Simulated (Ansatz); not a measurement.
# Pressure series in SiO2

Consider SiO2 (space group Pbcn, No. 60; a = 4.082 Å, b = 5.041 Å, c = 4.496 Å; a cell from a computed database, its experimental status unchecked).

Cell and atoms are relaxed at each pressure.

Level of theory: PBEsol (Ansatz, a program for electronic structure), scalar-relativistic without spin-orbit coupling.

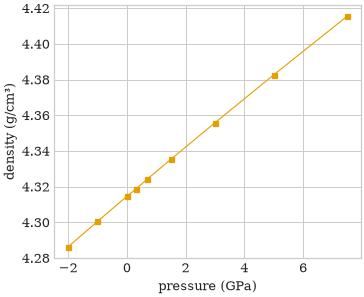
Figure: Density against pressure

Task: From the plot, what is the density for pressure 7.5 GPa?

Result: About 4.42 g/cm³.

Task: Is the trend monotonic over the range shown?

Result: Yes, it rises throughout, spanning 4.29 g/cm³ to 4.42 g/cm³.

Load acts through the strain it causes; cell and atoms are relaxed under it. Stability against distortions was not tested. No other phases were tried under pressure.
